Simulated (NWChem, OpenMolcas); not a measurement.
## How basis sets differ on GeH4O2 (SMILES [OH][GeH2][OH])

The species is GeH4O2 (7 atoms), meant as a singlet with charge 0. SMILES: `[OH][GeH2][OH]`. The shape is that of a PBE0-D4/def2-TZVP optimisation. This is one conformer, not always the lowest.

Quantity: the HOMO–LUMO gap, in eV. The values are calculated.

```csv
level,kind,program,value (eV),CPU time
HF/STO-3G,Hartree–Fock,NWChem,20.76,2.2 s
HF/3-21G,Hartree–Fock,NWChem,17.04,2.2 s
HF/cc-pVDZ,Hartree–Fock,OpenMolcas,16.63,8.8 s
HF/pcseg-1,Hartree–Fock,NWChem,16.35,13 s
HF/def2-SVP,Hartree–Fock,NWChem,16.66,14 s
```

All-electron rows without a relativistic Hamiltonian named are non-relativistic. The values span 16.35 to 20.76 eV. A Hartree–Fock LUMO above zero doesn't converge with the basis: it sinks as sets grow more diffuse. Orbital gaps aren't excitation energies. Times are those of the runs behind each value, whatever else they computed, on shared processors of several kinds: orders of magnitude only.

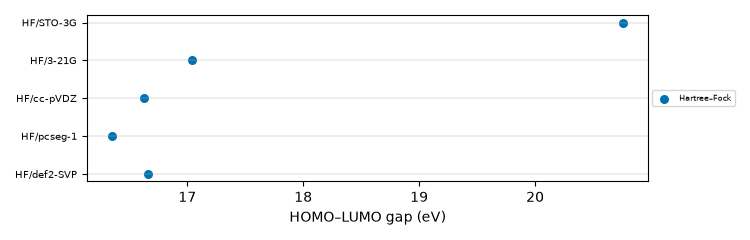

The values of the table, level by level.
